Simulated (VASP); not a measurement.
Band structure of MgTe (zinc blende). Method: PBE GGA with spin-orbit coupling, VASP's PBE PAW potentials (set 64) (plane waves; VASP 6.6.1).

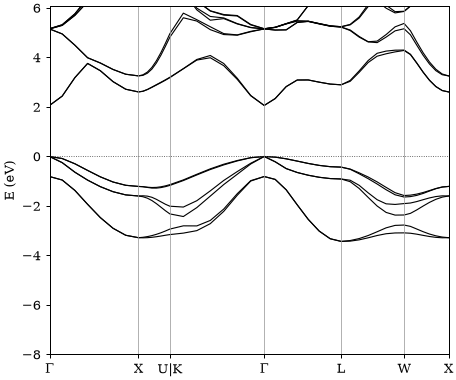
Figure. Bands along high-symmetry lines, zero at the valence-band maximum or, without a gap, the Fermi level

Problem. Read the plot: is there a gap, and where are the band edges?

Solution. The gap is direct, 2.06 eV, from the valence maximum at Γ to the conduction minimum at Γ.

Measured: gap 3.67 eV at 2 K (computed value off by -1.61 eV), as given by arXiv:1206.3780.

The compound is MgTe in the zinc blende structure, whereas wurtzite is the usual form. It was relaxed first.
